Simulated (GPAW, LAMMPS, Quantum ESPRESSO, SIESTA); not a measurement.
## Amorphous film on crystalline C with 5 % Si on C sites, (100) (216 atoms) in SIESTA

How do the settings of SIESTA change the result for amorphous film on crystalline C with 5 % Si on C sites, (100) (216 atoms)? A plane-wave run serves as the yardstick.

Calculated with SIESTA 5.4.2; the method is named at each step.

## (1) The structure

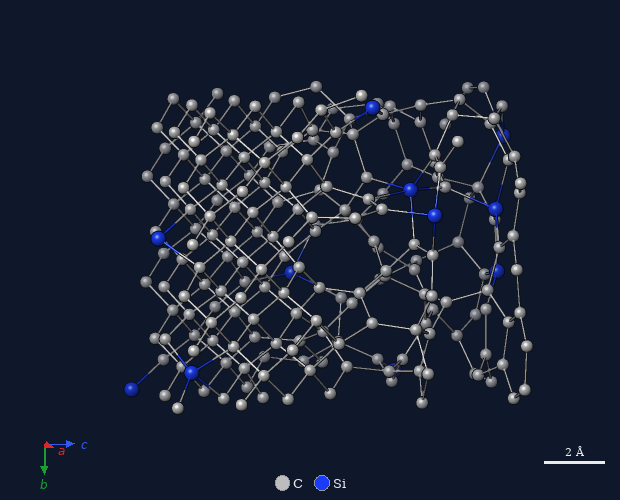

Start, viewed from the side, with the c axis across the page; carbon light grey, silicon blue.

The cell holds 216 atoms: 205 C and 11 Si. Cell: a = 10.698 Å, b = 10.698 Å, c = 22.983 Å, α = 90.0°, β = 90.0°, γ = 90.0°. It derives from C (diamond C). A 3 x 3 x 3 block of diamond C (a = 3.566 Å), 5 % of C replaced at random by Si with its (100) planes normal to z; the lower 33 % held fixed, the rest melted at 8000 K for 10 ps and cooled to 500 K at 100 K/ps with the Tersoff potential (Tersoff, Phys. Rev. B 39, 5566 (1989)); then all atoms free for 10 ps at 500 K, under 12 Å of vacuum. Minimised at fixed cell. Regions: crystal, 72 atoms (69 C and 3 Si); amorphous, 144 atoms (136 C and 8 Si). Vacuum lies along c.

The yardstick, on the same geometry:

| Property | Result |
| --- | --- |
| method | Kohn-Sham DFT, PBE, SSSP efficiency 1.3.0 pseudopotentials, plane waves (Quantum ESPRESSO 7.5); sssp-pbe-1.3.0-efficiency, cutoffs 45/360 Ry, Γ point |
| r.m.s. force component | 1.116 eV/Å |
| longest force | 5.723 eV/Å |
| time | 14 min on 4 MPI ranks of Arm Neoverse V2, shared host |
| CPU time | 56 min |

## (2) PBE, DZP, shift 0.01 Ry, mesh 300 Ry

Method: Kohn-Sham DFT, PBE, PseudoDojo 0.4.1 norm-conserving pseudopotentials (converted to PSML), numerical atomic orbitals (DZP), diagonalisation.

The .psml files are PseudoDojo norm-conserving potentials that we converted to this format, checked against plane waves on the same files for H, C, O, Si, Ge and Ca alone.

File input.fdf:

```
SystemLabel cell
NumberOfAtoms 216
NumberOfSpecies 2
%block ChemicalSpeciesLabel
  1 6 C
  2 14 Si
%endblock ChemicalSpeciesLabel
LatticeConstant 1.0 Ang
%block LatticeVectors
  10.69800 0.00000 0.00000
  0.00000 10.69800 0.00000
  0.00000 0.00000 22.98329
%endblock LatticeVectors
PAO.BasisSize DZP
PAO.EnergyShift 0.01 Ry
XC.Functional GGA
XC.Authors PBE
MeshCutoff 300 Ry
%block kgrid_Monkhorst_Pack
  1 0 0 0.0
  0 1 0 0.0
  0 0 1 0.0
%endblock kgrid_Monkhorst_Pack
SolutionMethod diagon
OccupationFunction FD
ElectronicTemperature 580 K
SCF.Mixer.Method Pulay
SCF.Mixer.Weight 0.05
SCF.Mixer.History 8
SCF.Mix Hamiltonian
MaxSCFIterations 300
SCF.DM.Tolerance 1e-04
SCF.H.Tolerance 1.0e-3 eV
WriteForces T
Write.HirshfeldPop T
Write.VoronoiPop T
Write.DM F
Write.H F
XML.Write F
AtomicCoordinatesFormat Fractional
%block AtomicCoordinatesAndAtomicSpecies
  0.99416 0.14189 0.11566 1
  0.07444 0.22097 0.14851 1
  0.99069 0.30062 0.18760 1
  0.07462 0.38613 0.22523 1
  0.15389 0.13647 0.18734 1
  0.23661 0.22163 0.22551 1
  0.15559 0.30304 0.11556 1
  0.23742 0.38582 0.14770 1
  0.99088 0.46587 0.11386 1
  0.07280 0.55087 0.14645 1
  0.98968 0.63409 0.18524 1
  0.07025 0.71992 0.22260 1
  0.15554 0.46890 0.18713 1
  0.23517 0.55262 0.22772 1
  0.15532 0.63445 0.11368 1
  0.23764 0.71853 0.14636 1
  0.98527 0.79940 0.11588 1
  0.06843 0.88420 0.14638 1
  0.98791 0.97019 0.18629 1
  0.07084 0.05137 0.22618 1
  0.15504 0.80347 0.18523 1
  0.23860 0.88614 0.22516 1
  0.15276 0.97152 0.09239 2
  0.23912 0.05567 0.14702 1
  0.32211 0.14014 0.11639 1
  0.40261 0.22081 0.14874 1
  0.31980 0.30418 0.18718 1
  0.40356 0.38774 0.22446 1
  0.48630 0.13817 0.18632 1
  0.57315 0.22009 0.22438 1
  0.48333 0.29908 0.11527 1
  0.56876 0.38197 0.14524 1
  0.31789 0.46719 0.11441 1
  0.39963 0.54892 0.14699 1
  0.31877 0.63380 0.18689 1
  0.40343 0.71582 0.22452 1
  0.48654 0.46808 0.18462 1
  0.57028 0.54964 0.22234 1
  0.47856 0.62945 0.11375 1
  0.56345 0.71180 0.14382 1
  0.32130 0.80130 0.11356 1
  0.40371 0.88530 0.14633 1
  0.32026 0.96860 0.18567 1
  0.40264 0.05344 0.22382 1
  0.48653 0.79978 0.18526 1
  0.57014 0.88261 0.22494 1
  0.48677 0.97017 0.11438 1
  0.56824 0.05494 0.14740 1
  0.65485 0.13443 0.11451 1
  0.73991 0.21656 0.14673 1
  0.65658 0.30109 0.18484 1
  0.73925 0.38276 0.22355 1
  0.82326 0.13375 0.18730 1
  0.90594 0.21610 0.22724 1
  0.82482 0.29795 0.11385 1
  0.90691 0.38274 0.14641 1
[... 156 atom lines left out ...]
  0.14491 0.62231 0.61527 1
  0.45716 0.71259 0.59177 1
  0.85740 0.88828 0.47320 1
  0.35648 0.43784 0.61288 1
%endblock AtomicCoordinatesAndAtomicSpecies
```

Started as:

```console
OMP_NUM_THREADS=1 mpirun -np 4 siesta < input.fdf > output.txt
```

Log:

```text
Version         : 5.4.2
reinit: System Name:
reinit: System Label: cell
initatom: Reading input for the pseudopotentials and atomic orbitals ----------
Species number:   1 Atomic number:    6 Label: C
Species number:   2 Atomic number:   14 Label: Si
Ground state valence configuration (from tables):   2s02  2p02  3d00  4f00
Ground state valence configuration (from tables):   3s02  3p02  3d00  4f00
---- Processing specs for species: C
GGA--PBE XC_GGA_X_PBE--XC_GGA_C_PBE pb
---- Processing specs for species: Si
GGA--PBE XC_GGA_X_PBE--XC_GGA_C_PBE pb
C pseudopotential only contains V_ls up to l=1 -- lmxkb reset.
Si pseudopotential only contains V_ls up to l=2 -- lmxkb reset.
Using PAO.SplitTailNorm
%block ChemicalSpeciesLabel
    1    6 C                       # Species index, atomic number, species label
    2   14 Si                      # Species index, atomic number, species label
%endblock ChemicalSpeciesLabel
%block PAO.Basis                 # Define Basis set
C                     2                    # Species label, number of l-shells
 n=2   0   2                         # n, l, Nzeta
   4.484      3.048
   1.000      1.000
 n=2   1   2 P   1                   # n, l, Nzeta, Polarization, NzetaPol
   5.436      3.692
   1.000      1.000
Si                    2                    # Species label, number of l-shells
 n=3   0   2                         # n, l, Nzeta
   5.392      3.847
   1.000      1.000
 n=3   1   2 P   1                   # n, l, Nzeta, Polarization, NzetaPol
   6.844      4.952
   1.000      1.000
%endblock PAO.Basis
coor:   Atomic-coordinates input format  =     Fractional
siesta: System type = slab
initatomlists: Number of atoms, orbitals, and projectors:    216  2808  1838
siesta: ******************** Simulation parameters ****************************
Total number of electrons:   864.000000
Total ionic charge:   864.000000
 Kpoints in:            1 . Kpoints trimmed:            1
siesta: k-grid: Number of k-points = 1
siesta: k-points from Monkhorst-Pack grid
siesta: k-cutoff (effective) =     5.349 Ang
siesta: k-point supercell and displacements
siesta: k-grid:     1     0     0      0.000
siesta: k-grid:     0     1     0      0.000
siesta: k-grid:     0     0     1      0.000
                     ====================================
                        Single-point calculation
                     ====================================
outcell: Unit cell vectors (Ang):
       10.698000    0.000000    0.000000
        0.000000   10.698000    0.000000
        0.000000    0.000000   22.983290
outcell: Cell vector modules (Ang)   :   10.698000   10.698000   22.983290
outcell: Cell angles (23,13,12) (deg):     90.0000     90.0000     90.0000
outcell: Cell volume (Ang**3)        :   2630.3733
Gamma-point calculation with multiply-connected orbital pairs
Gamma-point calculation with multiply-connected orbital pairs
Folding of H and S implicitly performed
Folding of H and S implicitly performed
new_DM -- step:     1
Initializing Density Matrix...
Attempting to read DM from file... Failed...
DM filled with atomic data:
InitMesh: MESH = 120 x 120 x 240 = 3456000
InitMesh: Mesh cutoff (required, used) =   300.000   301.370 Ry
stepf: Fermi-Dirac step function
        iscf     Eharris(eV)        E_KS(eV)     FreeEng(eV)     dDmax    Ef(eV) dHmax(eV)
   scf:    1   -33902.008764   -34510.293279   -34510.729542  1.876084 -5.402618 28.312818
   scf:    2   -33844.661866   -34415.100720   -34415.438284  0.581962 -5.443194 31.832149
   scf:    3   -34584.087108   -34602.119219   -34602.410778  0.492675 -5.407123  8.110290
   scf:    4   -34615.520340   -34610.349187   -34610.694876  0.102362 -5.354229  4.543107
   scf:    5   -34616.217176   -34614.465333   -34614.866235  0.135925 -5.282248  3.959581
   scf:    6   -34617.710805   -34616.897414   -34617.258597  0.124822 -5.244931  2.454034
[...]
scf:   25   -34622.997609   -34622.997602   -34623.380877  0.000035 -4.973445  0.001115
   scf:   26   -34622.997604   -34622.997603   -34623.380878  0.000043 -4.973525  0.001020
   scf:   27   -34622.997604   -34622.997604   -34623.380879  0.000027 -4.973513  0.000529
SCF Convergence by DM+H criterion
max |DM_out - DM_in|         :     0.0000274845
max |H_out - H_in|      (eV) :     0.0005292080
SCF cycle converged after 27 iterations
Using DM_out to compute the final energy and forces
siesta: E_KS(eV) =           -34622.9976
siesta: E_KS - E_eggbox =    -34622.9976
siesta: Atomic forces (eV/Ang):
     1   -0.715215   -0.145546   -3.238977
     2    0.643660    0.369086    0.730716
     3   -0.590332   -0.115226    0.785732
     4   -0.186225    0.044398   -0.303430
     5    0.227487   -0.211753    0.892764
     6    0.347418   -0.360967   -1.123217
[...]
214    0.847492    1.608629    0.872179
   215    1.317529    0.361053    0.158310
   216    1.177488    0.095199    0.732301
----------------------------------------
   Tot   -0.007078   -0.005969   -0.004306
----------------------------------------
   Max    4.459559
   Res    1.155523    sqrt( Sum f_i^2 / 3N )
----------------------------------------
   Max    4.459559    constrained
Stress tensor Voigt[x,y,z,yz,xz,xy] (kbar):      -11.40      -27.30      -66.88       -6.51       -0.25      -19.05
(Free)E + p*V (eV/cell)   -34565.6032
Target enthalpy (eV/cell)   -34623.3809
siesta: Program's energy decomposition (eV):
siesta: Ebs     =    -11803.577208
siesta: Eions   =     59976.378404
siesta: Ena     =     15935.108784
siesta: Ekin    =     23229.674957
siesta: Enl     =      -935.064610
siesta: DEna    =      -579.067671
siesta: DUscf   =        54.127771
siesta: Ex      =    -11224.406122
siesta: Ec      =     -1126.992308
siesta: Exc     =    -12351.398430
siesta: Eharris =    -34622.997604
siesta: Etot    =    -34622.997604
siesta: FreeEng =    -34623.380879
siesta: Final energy (eV):
siesta:  Band Struct. =  -11803.577208
siesta:       Kinetic =   23229.674957
siesta:       Hartree =  217407.708771
siesta:         Exch. =  -11224.406122
siesta:         Corr. =   -1126.992308
siesta:   Exch.-corr. =  -12351.398430
siesta:  Ion-electron = -456350.784918
siesta:       Ion-ion =  193441.802017
siesta:         Total =  -34622.997604
siesta:         Fermi =      -4.973513
siesta: Stress tensor (static) (eV/Ang**3):
siesta:    -0.007113   -0.011889   -0.000157
siesta:    -0.011889   -0.017038   -0.004063
siesta:    -0.000157   -0.004063   -0.041746
siesta: Cell volume =       2630.373279 Ang**3
siesta: Pressure (static):
siesta:                Solid            Molecule  Units
siesta:           0.00023924          0.00014557  Ry/Bohr**3
siesta:           0.02196560          0.01336587  eV/Ang**3
siesta:          35.19277120         21.41448436  kBar
    Orbital volume contribution        =          86.160235 eV
    (Free)E + p_basis*V_orbitals       =      -34537.220644 eV
    (Free)Eharris+ p_basis*V_orbitals  =      -34537.220644 eV
siesta: Electric dipole (a.u.)  =    0.000000    0.000000    5.005325
siesta: Electric dipole (Debye) =    0.000000    0.000000   12.722268
Hirshfeld Atomic Populations:
Atom #   charge [q] valence [e]  Species
     1    -0.030977    4.030977  C
     2    -0.016851    4.016851  C
     3     0.028888    3.971112  C
     4     0.006699    3.993301  C
     5     0.020149    3.979851  C
     6     0.007017    3.992983  C
[...]
23     0.176736    3.823264  Si
[...]
57     0.179212    3.820788  Si
[...]
66     0.173894    3.826106  Si
[...]
78     0.230282    3.769718  Si
[...]
84     0.200044    3.799956  Si
[...]
122     0.198064    3.801936  Si
[...]
--------------------
 Total    -0.000056
Voronoi Atomic Populations:
Atom #   charge [q] valence [e]  Species
[...]
158     0.255227    3.744773  Si
[...]
160     0.332643    3.667357  Si
[...]
189     0.268671    3.731329  Si
[...]
214    -0.078265    4.078265  C
   215    -0.131618    4.131618  C
   216    -0.220804    4.220804  C
--------------------
 Total    -0.000057
```

The job ended after 6.2 min (4 MPI ranks of Arm Neoverse V2, shared host; peak memory 3.9 GiB).

Banners, paths, timers and routine set-up lines are dropped from the logs unmarked, and long logs keep their key lines alone; longer cuts are marked.

Against the reference:

```yaml
r_m_s_force_component: 1.156 eV/Å
r_m_s_difference_of_force_components: 183.4 meV/Å
longest_difference_of_force_vectors: 744.7 meV/Å
force_difference_over_r_m_s_force: 16.43 %
slope_of_forces_against_the_reference_s: 1.022
correlation_of_force_components: 0.9876
```

Length of the force difference by element (eV/Å):

```
element  atoms  mean  most
      C    205  0.27  0.74
     Si     11  0.20  0.38
```

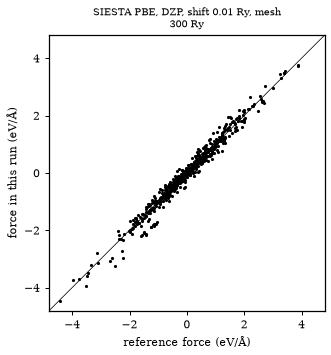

Force components against those of the reference; the line marks equality.

Local excerpt of 9 atoms (numbers count through the whole input) about C196, picked at random; x, y, z are measured from there.

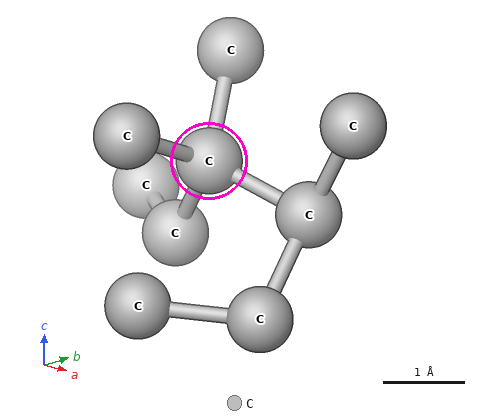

The atoms of the table, within 2.5 Å (arrows a, b, c point along x, y, z); some may hide others; the central atom is ringed.

```
atom      x      y      z  distance (Å)  Hirshfeld charge (e)     Fx     Fy  Fz (eV/Å)
C196   0.00   0.00   0.00          0.00                  0.02  -0.75   0.35       2.68
C119  -0.88   0.23  -1.17          1.48                  0.03  -0.69   2.43      -1.60
C129   1.37   0.43  -0.48          1.51                  0.01   1.20  -0.25       0.76
C143  -0.55   0.85   1.14          1.52                  0.02  -1.29   0.15       2.97
 C86   0.08  -1.45   0.62          1.58                  0.02   0.80   0.06      -0.49
C113   0.49  -1.63  -1.45          2.23                  0.01   0.91  -2.03       0.27
C202   2.10   0.51   0.81          2.31                  0.04   1.70  -0.12       2.32
C144   1.65  -0.64  -1.57          2.36                 -0.05   1.87  -3.71      -0.03
C139  -2.15   0.88  -0.95          2.51                 -0.01  -0.05   2.47       0.60
```

Forces lie 16 % from the reference's, at 0.44 times its CPU time.

## (3) PBE, DZP, shift 0.01 Ry, mesh 200 Ry

Method: Kohn-Sham DFT, PBE, PseudoDojo 0.4.1 norm-conserving pseudopotentials (converted to PSML), numerical atomic orbitals (DZP), diagonalisation.

input.fdf, as its differences from that of step 2:

```diff
@@ -17,3 +17,3 @@
 XC.Authors PBE
-MeshCutoff 300 Ry
+MeshCutoff 200 Ry
 %block kgrid_Monkhorst_Pack
```

Log:

```text
Version         : 5.4.2
reinit: System Name:
reinit: System Label: cell
initatom: Reading input for the pseudopotentials and atomic orbitals ----------
Species number:   1 Atomic number:    6 Label: C
Species number:   2 Atomic number:   14 Label: Si
Ground state valence configuration (from tables):   2s02  2p02  3d00  4f00
Ground state valence configuration (from tables):   3s02  3p02  3d00  4f00
---- Processing specs for species: C
GGA--PBE XC_GGA_X_PBE--XC_GGA_C_PBE pb
---- Processing specs for species: Si
GGA--PBE XC_GGA_X_PBE--XC_GGA_C_PBE pb
[... lines left out ...]
        iscf     Eharris(eV)        E_KS(eV)     FreeEng(eV)     dDmax    Ef(eV) dHmax(eV)
[... lines left out ...]
SCF Convergence by DM+H criterion
[... lines left out ...]
SCF cycle converged after 27 iterations
[... lines left out ...]
   Max    4.459088
[... lines left out ...]
   Max    4.459088    constrained
Stress tensor Voigt[x,y,z,yz,xz,xy] (kbar):      -11.34      -27.25      -66.88       -6.52       -0.26      -19.04
[... lines left out ...]
siesta: FreeEng =    -34623.362359
[... lines left out ...]
siesta:         Fermi =      -4.973479
[... lines left out ...]
siesta:    -0.011884   -0.017010   -0.004068
siesta:    -0.000163   -0.004068   -0.041740
siesta: Cell volume =       2630.373279 Ang**3
siesta: Pressure (static):
siesta:                Solid            Molecule  Units
siesta:           0.00023899          0.00014534  Ry/Bohr**3
siesta:           0.02194327          0.01334484  eV/Ang**3
siesta:          35.15699333         21.38078551  kBar
    Orbital volume contribution        =          86.160235 eV
    (Free)E + p_basis*V_orbitals       =      -34537.202124 eV
    (Free)Eharris+ p_basis*V_orbitals  =      -34537.202125 eV
siesta: Electric dipole (a.u.)  =    0.000000    0.000000    5.005526
siesta: Electric dipole (Debye) =    0.000000    0.000000   12.722778
Hirshfeld Atomic Populations:
Atom #   charge [q] valence [e]  Species
     1    -0.030972    4.030972  C
     2    -0.016854    4.016854  C
     3     0.028893    3.971107  C
[...]
23     0.176732    3.823268  Si
[...]
57     0.179215    3.820785  Si
[...]
66     0.173891    3.826109  Si
[...]
--------------------
 Total    -0.000041
Voronoi Atomic Populations:
Atom #   charge [q] valence [e]  Species
[...]
160     0.332896    3.667104  Si
[...]
189     0.269571    3.730429  Si
[...]
215    -0.131432    4.131432  C
   216    -0.220907    4.220907  C
--------------------
 Total    -0.000047
```

It took 4.5 min on 4 MPI ranks; peak memory 2.9 GiB.

Compared with the plane-wave run:

- r.m.s. force component: 1.156 eV/Å
- r.m.s. difference of force components: 183.5 meV/Å
- longest difference of force vectors: 744.2 meV/Å
- force difference over r.m.s. force: 16.44 %
- slope of forces against the reference's: 1.022
- correlation of force components: 0.9876
- energy less the same-level run's: 0.0857 meV/atom
- r.m.s. force difference from the same-level run: 0.926 meV/Å

Against the first run (16 %), the force difference from the reference is 16 %, at 0.73 times the CPU time: the change moves forces by 0.93 meV/Å r.m.s., so most of the difference comes from elsewhere.

(Part 1 of 2 ends here.)

[Also dropped from logs without a mark: logging warnings of Python, and SIESTA's first energy breakdown and zero terms.]

[Logs are printed without paths, hosts, clocks, repeated set-up lines and the standing remarks that a program may print on its own settings, such as how far it seeks lower states.]

[Hosts, paths, dates, database ids (printed as entryN), source tags and the programs' standing remarks are cut or masked in the printed files.]
